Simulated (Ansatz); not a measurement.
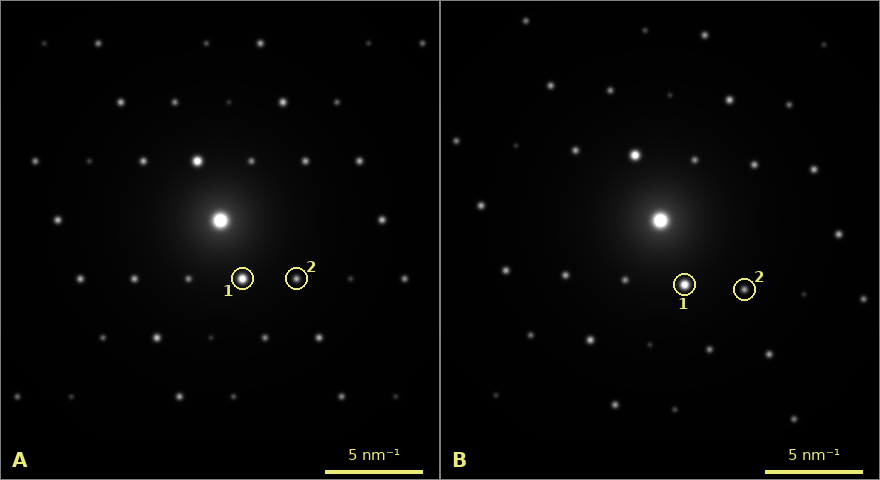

Kinematic electron diffraction patterns (200 kV, B = 0.5 Å², same scale) along [101] of the run's own cell, for the start and the end of one relaxation of CrH2S2 with DFT, PAW plane waves, r2scan+U, spin-orbit in Ansatz. k mesh 6×6×3. The start is a generated model structure, and the relaxation ends in the nearest stationary point of its symmetry, not necessarily the ground state. Spot 1 is -1 0 1 and spot 2 is -1 -1 1 in both.

Start structure:

```yaml
crystal:
  lattice:
    - [3.74392, 0.00000, 0.00000]
    - [-1.87196, 3.24233, 0.00000]
    - [0.00000, 0.00000, 5.51506]
  atoms:
    - { symbol: Cr, position: [0.00000, 0.00000, 0.00000] }
    - { symbol: S, position: [0.33330, 0.66670, 0.21530] }
    - { symbol: S, position: [0.66670, 0.33330, 0.78470] }
    - { symbol: H, position: [0.33330, 0.66670, 0.45370] }
    - { symbol: H, position: [0.66670, 0.33330, 0.54630] }
```

Q: Which pattern belongs to the start structure, and which to the relaxed one?

A: B is the start: its cell gives d(1) = 2.795 Å, d(2) = 1.773 Å and an angle of 29.6°. A is the relaxed structure, with d(1) = 3.076 Å (+10.1 %), d(2) = 2.008 Å (+13.3 %) and 31.5°.

Q: What did the relaxation do to the structure and the energy?

A: The volume changed by +22.8 % to 16.44 Å³ an atom; with the mean shift removed, the atoms moved by up to 0.21 Å relative to the cell (H most); the space group went from P-3m1 (No. 164) to C2/m (No. 12); the free energy fell by 130 meV an atom. Relaxed cell: a = 3.930 Å, b = 3.930 Å, c = 5.831 Å, α = 88.68°, β = 91.32°, γ = 114.07°.
